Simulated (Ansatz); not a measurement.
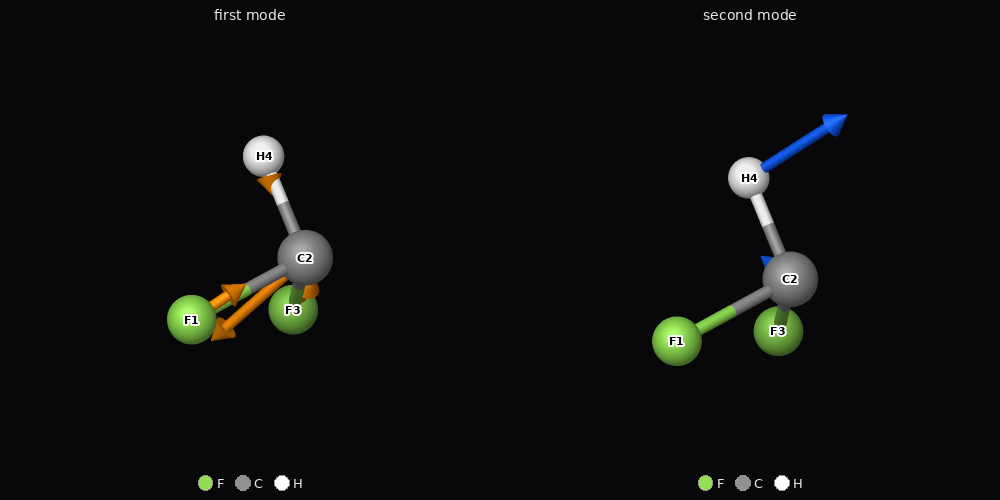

The system is CHF2, SMILES F[CH-]F, charge −1; the picture shows the reference structure; its two panels give the patterns of the first and the second mode as arrows. The first coordinate is: normal mode 3 (874 cm⁻¹); the second: normal mode 4 (1265 cm⁻¹). Nothing is relaxed (straight displacements along the two mass-weighted modes). The grid has 15 × 15 points. Points are written as (first, second). Energies: kcal/mol, counted from the lowest grid point. All numbers below come from RKS PBE0-D4/def2-TZVPD in Ansatz.

Its coordinates:

```json
{"atom": "F", "x (Å)": "-1.2182", "y (Å)": "0.2950", "z (Å)": "-0.2145"}
{"atom": "C", "x (Å)": "0.0539", "y (Å)": "0.0979", "z (Å)": "0.4631"}
{"atom": "F", "x (Å)": "0.4702", "y (Å)": "-1.1773", "z (Å)": "-0.0999"}
{"atom": "H", "x (Å)": "0.6941", "y (Å)": "0.7844", "z (Å)": "-0.1487"}
```

Range: normal mode 3 (874 cm⁻¹) from −0.462 to 0.462 amu½·Å; normal mode 4 (1265 cm⁻¹) from −0.319 to 0.319 amu½·Å.

Q: What will the energy surface look like?

A: The lowest grid point is at (0.000 amu½·Å, 0.000 amu½·Å). It is the only kind of minimum in the scanned range. The highest grid point, (0.462 amu½·Å, −0.319 amu½·Å), lies 16.0 kcal/mol above the lowest.

| normal mode 4 (1265 cm⁻¹) ↓, normal mode 3 (874 cm⁻¹) → | −0.462 | −0.396 | −0.330 | −0.264 | −0.198 | −0.132 | −0.066 | 0.000 | 0.066 | 0.132 | 0.198 | 0.264 | 0.330 | 0.396 | 0.462 |
| --- | --- | --- | --- | --- | --- | --- | --- | --- | --- | --- | --- | --- | --- | --- | --- |
| 0.319 | 11.7 | 10.4 | 9.2 | 8.3 | 7.5 | 7.0 | 6.6 | 6.6 | 6.8 | 7.3 | 8.1 | 9.3 | 10.8 | 12.8 | 15.1 |
| 0.274 | 10.2 | 8.8 | 7.6 | 6.6 | 5.9 | 5.3 | 4.9 | 4.9 | 5.0 | 5.5 | 6.3 | 7.5 | 9.0 | 10.9 | 13.2 |
| 0.228 | 8.8 | 7.5 | 6.3 | 5.3 | 4.4 | 3.8 | 3.5 | 3.4 | 3.6 | 4.0 | 4.8 | 6.0 | 7.5 | 9.4 | 11.7 |
| 0.182 | 7.8 | 6.4 | 5.1 | 4.1 | 3.3 | 2.7 | 2.3 | 2.2 | 2.3 | 2.8 | 3.6 | 4.7 | 6.2 | 8.1 | 10.4 |
| 0.137 | 6.9 | 5.5 | 4.3 | 3.2 | 2.4 | 1.7 | 1.4 | 1.2 | 1.4 | 1.8 | 2.6 | 3.7 | 5.2 | 7.1 | 9.4 |
| 0.091 | 6.3 | 4.9 | 3.6 | 2.6 | 1.7 | 1.1 | 0.7 | 0.6 | 0.7 | 1.1 | 1.9 | 3.0 | 4.5 | 6.4 | 8.7 |
| 0.046 | 5.9 | 4.5 | 3.2 | 2.2 | 1.3 | 0.7 | 0.3 | 0.1 | 0.3 | 0.7 | 1.5 | 2.6 | 4.1 | 6.0 | 8.3 |
| 0.000 | 5.8 | 4.4 | 3.1 | 2.0 | 1.2 | 0.5 | 0.1 | 0.0 | 0.1 | 0.6 | 1.4 | 2.5 | 4.0 | 5.9 | 8.2 |
| −0.046 | 6.0 | 4.6 | 3.3 | 2.2 | 1.3 | 0.7 | 0.3 | 0.1 | 0.3 | 0.7 | 1.5 | 2.6 | 4.2 | 6.1 | 8.4 |
| −0.091 | 6.5 | 5.0 | 3.7 | 2.7 | 1.8 | 1.1 | 0.7 | 0.6 | 0.7 | 1.2 | 2.0 | 3.1 | 4.6 | 6.5 | 8.9 |
| −0.137 | 7.3 | 5.8 | 4.5 | 3.4 | 2.5 | 1.9 | 1.5 | 1.3 | 1.5 | 1.9 | 2.7 | 3.9 | 5.4 | 7.3 | 9.7 |
| −0.182 | 8.4 | 6.9 | 5.6 | 4.5 | 3.6 | 2.9 | 2.5 | 2.4 | 2.5 | 3.0 | 3.8 | 4.9 | 6.5 | 8.4 | 10.8 |
| −0.228 | 9.9 | 8.4 | 7.1 | 5.9 | 5.0 | 4.3 | 3.9 | 3.8 | 3.9 | 4.4 | 5.2 | 6.3 | 7.9 | 9.8 | 12.2 |
| −0.274 | 11.8 | 10.2 | 8.9 | 7.7 | 6.8 | 6.1 | 5.7 | 5.5 | 5.6 | 6.1 | 6.9 | 8.0 | 9.6 | 11.5 | 13.9 |
| −0.319 | 14.0 | 12.4 | 11.0 | 9.9 | 8.9 | 8.2 | 7.7 | 7.6 | 7.7 | 8.1 | 8.9 | 10.1 | 11.6 | 13.6 | 16.0 |

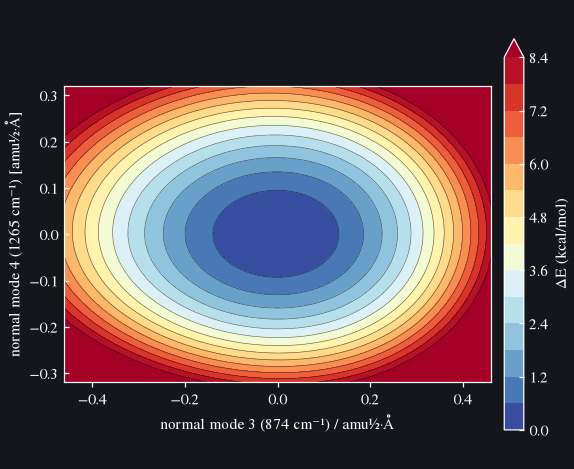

In the figure: filled contours, one colour for all values above the top of the scale. Between grid points the surface is interpolated.

Time for the 225 points that were run: 7.7 min on 1 thread of Arm Neoverse V2 (shared host).
